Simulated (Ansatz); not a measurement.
# Correcting a cheap level on molecular compounds of B

The atomisation enthalpy at 298 K in kJ/mol of 6 molecular compounds of B: x at wB97M-V/def2-TZVPP, y from tabulated heats of molecules and atoms (NIST-JANAF tables). Shapes, held fixed at every level: PBE0-D4/def2-TZVP. Computed values hold a harmonic thermal term (PBE0-D4/def2-TZVP) and the atoms' spin-orbit lowering. Programs: Ansatz 0.2.0.

| molecule | x (kJ/mol) | y (kJ/mol) |
| --- | --- | --- |
| BBr2Cl (dibromo(chloro)borane) | 1188 | 1187 |
| BBr2F (dibromofluoroborane) | 1379 | 1388 |
| BBrF2 (SMILES FB(F)Br) | 1661 | 1661 |
| BClF2 (chlorodifluoroborane) | 1747 | 1736 |
| BF3 (boron trifluoride) | 1943 | ? |
| B(OH)F2 (difluorohydroxyborane) | 2292 | 2280 |

Task: Fit y = c + s·x to the known rows and predict y for BF3.

Result: 
1. Means of the 5 rows: x = 1653.40, y = 1650.4.
2. Σ(Δx)² = 708521, Σ(Δx·Δy) = 697824, so the slope is 697824/708521 = 0.9849.
3. Intercept: 1650.4 − (0.9849) × 1653.40 = 22.0. The largest residual of the fit is 7.9.
4. BF3: 22.0 + 0.9849 × 1943 = 1936 kJ/mol.

The tabulated heats give 1944 kJ/mol, so the prediction is off by -8 kJ/mol, about the largest residual. Uncorrected, wB97M-V/def2-TZVPP misses it by -1 kJ/mol, and the other rows by 7 on average. With references in doubt, neither the misses nor the line can be laid on the level alone. Left out in turn, the other rows are missed by 7 kJ/mol on average, worse than no correction. The molecules' own spin-orbit binding is left out, so errors for heavy halides read too negative. The tabulated values of BBr2Cl, BBr2F, BBrF2, BClF2, B(OH)F2 are in doubt (older tables, estimates, or at odds with other calculations) and kept here. Relativity is left out for Br.

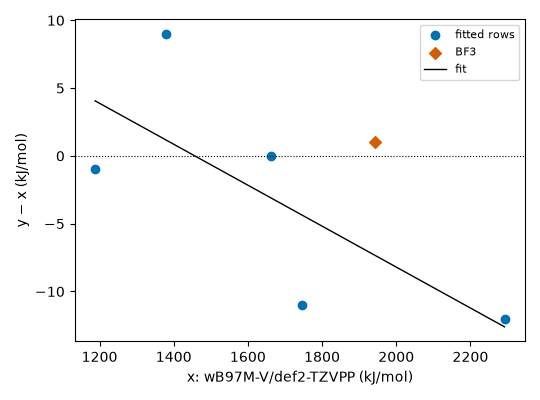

The correction y − x against x, with the fitted line and the withheld molecule.
